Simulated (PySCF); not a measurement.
# TiBr (charge −1, triplet): what the fields show

```xyz
2

Ti    0.0000    0.0000   -1.5838
Br    0.0000    0.0000    0.9622
```

⟨S²⟩ = 2.13, above the pure value of 2.00.

Theory: PBE0/def2-TZVPPD, non-relativistic Hamiltonian with scalar-relativistic core potentials where named, at a bond length of 2.546 Å in PySCF.

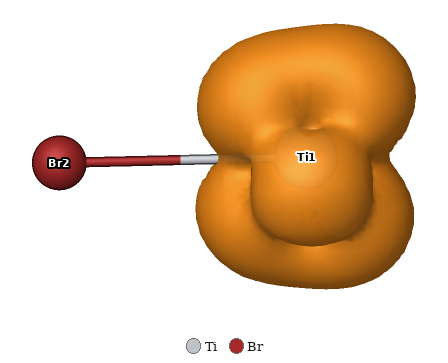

Figure 1. Isosurfaces of the spin density at +0.05 (orange) and −0.05 e/Å³ (purple), seen from one side.

Q: Where is the unpaired spin?

A: The unpaired spin (2 electrons) lies mostly on Ti1 (about 2.0), in electrons by Hirshfeld's partition. Only one sign reaches the isovalue.

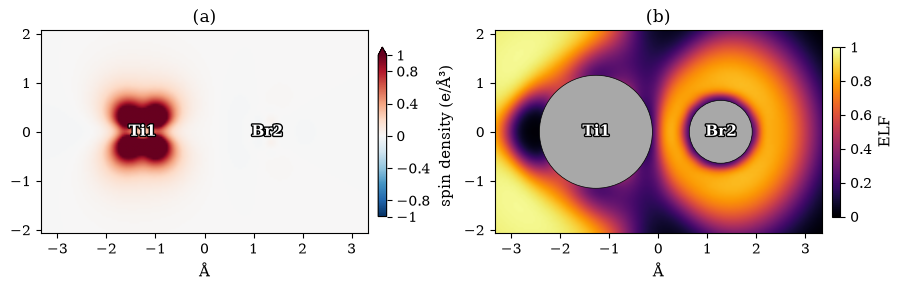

Figure 2. (a) spin density (α minus β); (b) ELF on a plane that holds the molecular axis. Grey discs cover the atomic cores in the ELF map.

Q: Describe what can be read from this map.

A:
- Atoms in the plane: Ti and Br.
- Ti–Br (2.55 Å): the ELF peaks at about 0.80 in the valence shell of Br, 1.0 Å from its nucleus, and is about 0.50 at the midpoint.
